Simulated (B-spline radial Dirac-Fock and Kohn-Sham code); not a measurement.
Hf³⁺ in the configuration [Xe] 4f14 5d1, inside a Watson sphere of charge −3 and radius 2.7 Å that stands in for a crystal. Computed with a B-spline radial code: Dirac–Fock ΔSCF (average of configuration, Fermi nucleus, Breit and QED terms, no correlation). Open shells are averaged over j.

What should this plot look like? Bars give the relaxation, Breit and QED contributions (eV) to the binding energies of the deepest subshells, counted from the Koopmans value, on an axis that is logarithmic beyond ±1 eV.

For 1s (bound by 65.361 keV) relaxation contributes −86.1 eV, the Breit interaction −209 eV and QED −109 eV, so Breit is the largest correction there. For 4p3/2 the three are −10.3 eV, −0.71 eV and −0.073 eV. Relaxation is largest in size for 1s.

The computed plot:

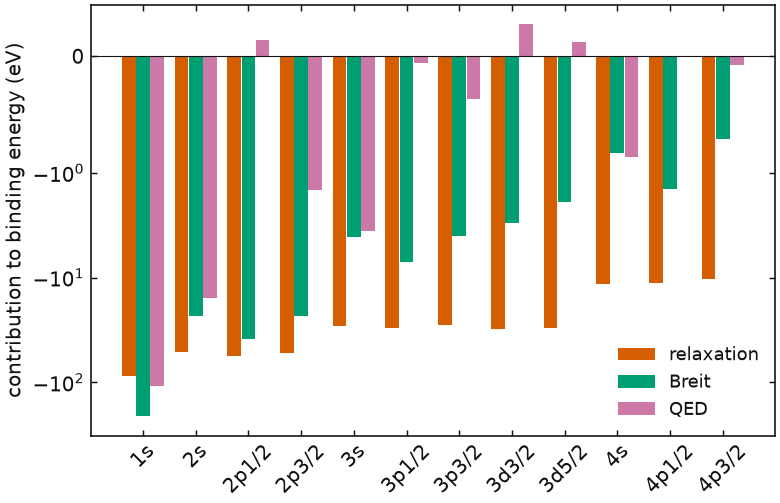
